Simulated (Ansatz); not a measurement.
# YbHfGeBr2: what the fields show

The calculation's input:

```
crystal:
  lattice:
    - [3.9568565778, 0.0, 0.0]
    - [-1.9784282889, 3.4267383155, 0.0]
    - [0.0, 0.0, 10.8225238851]
  atoms:
    - { symbol: Yb, position: [0.6666666667, 0.3333333333, 0.4501441833] }
    - { symbol: Hf, position: [0.0, 0.0, 0.7419070352] }
    - { symbol: Ge, position: [0.3333333333, 0.6666666667, 0.6183969833] }
    - { symbol: Br, position: [0.3333333333, 0.6666666667, 0.2825553531] }
    - { symbol: Br, position: [0.6666666667, 0.3333333333, 0.9069944352] }
basis:
  ecutwfc: 420
kpoints:
  mp_grid: { grid: [12, 12, 4] }
  band_path:
    path:
      - [[0.0, 0.0, 0.0], [0.5, 0.0, 0.0], [0.33333333, 0.33333333, 0.0], [0.0, 0.0, 0.0], [0.0, 0.0, 0.5], [0.5, 0.0, 0.5], [0.33333333, 0.33333333, 0.5], [0.0, 0.0, 0.5]]
      - [[0.5, 0.0, 0.5], [0.5, 0.0, 0.0]]
      - [[0.33333333, 0.33333333, 0.5], [0.33333333, 0.33333333, 0.0]]
    npoints: 14
hamiltonian:
  xc: pbe
scf:
  occupations: { method: gaussian, width: 0.01 }
  n_extra_bands: 12
output:
  forces: true
  stress: true
  eigenvalues: true
  populations: true
  dos: { projected: true, de: 0.02, nscf_kmesh: { grid: [15, 15, 5] } }
  bader: true
  write_density: true
  write_potential: true
  elf: true
  volumetric_format: npy
```

Run with:

```sh
ansatz run input.yaml --threads 1 --pin off --max-ram 2560MiB --backend cpu --events-out ev --progress --plain --runs-dir out
```

Below, planes, directions and counts refer to the conventional cell (a = 3.96 Å, b = 3.96 Å, c = 10.82 Å, α = 90.00°, β = 90.00°, γ = 120.00°).

Space group P3m1; a structure from a database of computed crystals, not necessarily the ambient phase; a generated structure, not necessarily the stable one; computed without spin polarisation; no Hubbard U on the f states and no spin–orbit coupling.

These are results of DFT PBE, scalar-relativistic, plane waves, PAW (Ansatz 0.2.0), not measurements.

The density is the valence pseudo-density of a PAW calculation; it isn't the true density close to the nuclei.

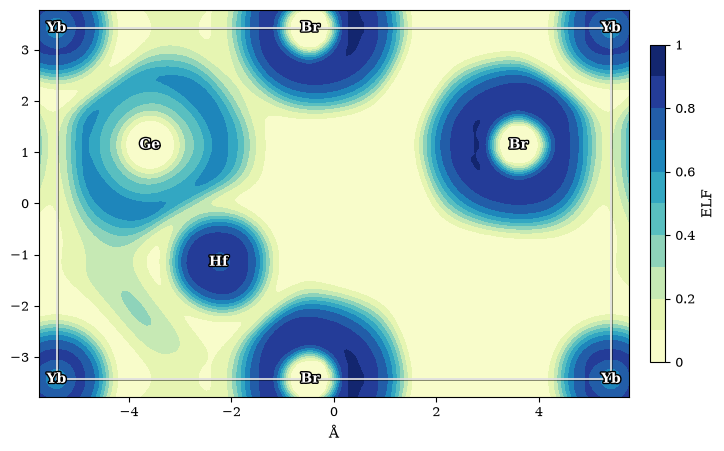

Figure 1. Electron localisation function on the (110) plane of the conventional cell.

Q: Interpret the plot.

A:
- The section cuts through Yb, Hf, Ge and Br sites.
- Hf–Ge (2.65 Å): the ELF is about 0.45 at the midpoint.
- Hf–Br (2.90 Å): the ELF is about 0.35 at the midpoint.
- Yb–Br (2.92 Å): the ELF is about 0.25 at the midpoint and 0.10 at its lowest between the atoms: no shared electron pair shows on this line.
- Yb–Ge (2.92 Å): the ELF peaks at about 0.55 in the valence shell of Ge, 1.2 Å from its nucleus, and drops to about 0.10 between the two atoms (no shared electron pair shows on this line).
- The features right at Yb and Hf lie inside the PAW spheres, where the map follows smoothed inner orbitals and isn't to be read closely.

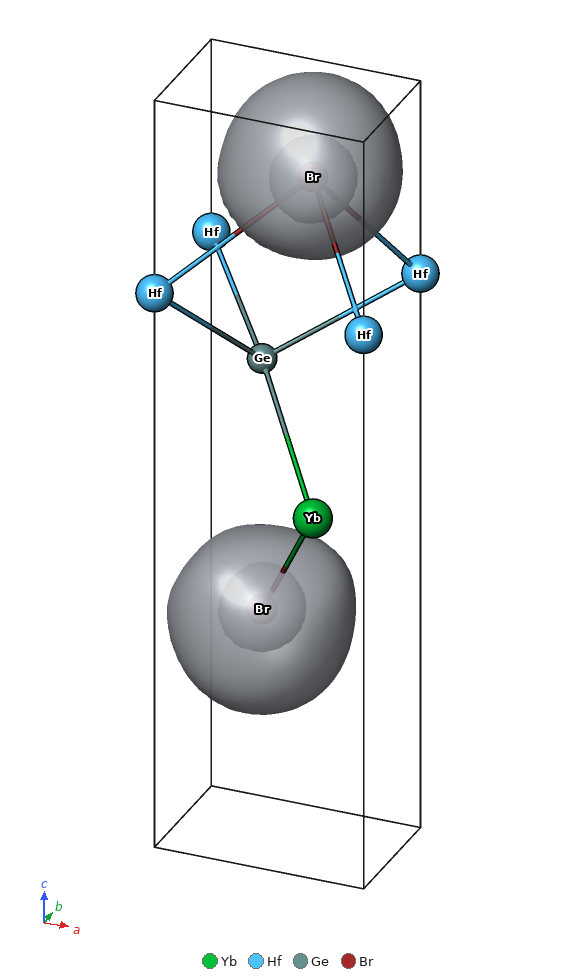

Figure 2. Isosurface of the electron localisation function at 0.7 (grey), seen slightly off an axis. Only the valence region is drawn (cores and ρ < 0.01 e/Å³ removed). Sticks mark near contacts.

Q: Where are the electrons localised?

A: At this value the surface marks out two regions wrapped around Br (the valence shell of each), counted in one cell of 5 atoms. Any copies at cell faces, edges or corners count once.

Q: Which way does charge flow, and how much by Bader's partition?

A: Electrons move from Yb and Hf towards Ge and Br. Bader charges: Yb +1.42, Hf +1.63, Ge −1.66 and Br −0.69 e.
